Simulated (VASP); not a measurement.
Band structure of AlN (space group Fm-3m). Method: r2SCAN meta-GGA, VASP's PBE PAW potentials (set 64) (plane waves; VASP).

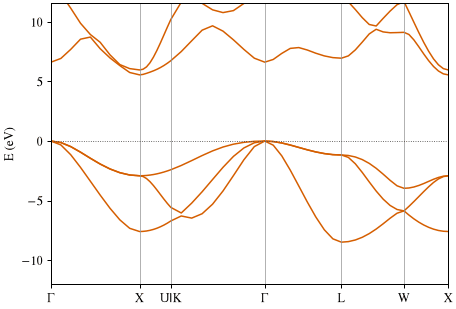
Fig. 1. Bands along high-symmetry lines, zero at the valence-band maximum or, without a gap, the Fermi level

**Question.** Read the plot: is there a gap, and where are the band edges?

**Answer.** The gap is indirect, 5.56 eV, from the valence maximum at Γ to the conduction minimum at X.

The structure comes from a computed database's AlN entry (Fm-3m); how it stands against other phases isn't given here. It was relaxed first.
